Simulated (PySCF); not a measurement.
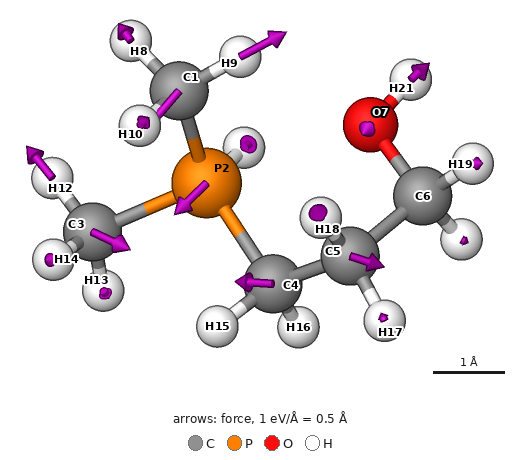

Starting geometry of C5H14OP (charge +1) with the computed forces as purple arrows. The picture is a ball-and-stick view, seen at a tilt.

The start comes from GFN2-xTB. Its atoms were then displaced at random by about 0.01 Å.

Computed with PySCF 2.14.0, density-fitted response routines, PBE0-D3(BJ)/def2-SVP geometry optimisation, gas phase. 

Is this structure relaxed? If not, where do the atoms go?

It isn't relaxed: the largest force vector, on a C atom, is 2.06 eV/Å. The final displacements have little in common with the starting forces (cosine between the two patterns 0.20). The largest move after the best rigid fit is that of an H atom, 0.28 Å. By element the largest moves are H 0.28 Å, O 0.26 Å, P 0.13 Å, C 0.10 Å. Among the contacts that change: O–P 2.466 → 2.821 Å, C–H 1.055 → 1.098 Å, C–C 1.491 → 1.528 Å, H–P 1.372 → 1.404 Å. Bond angles that change, for instance: P–C–H 112.8° → 108.1°, C–P–H 114.7° → 110.3°, C–C–C 109.7° → 113.9°. Over 8 geometry steps the energy falls by 0.260 eV. Cost: 110 s on 1 thread of Arm Neoverse V2 (shared host).
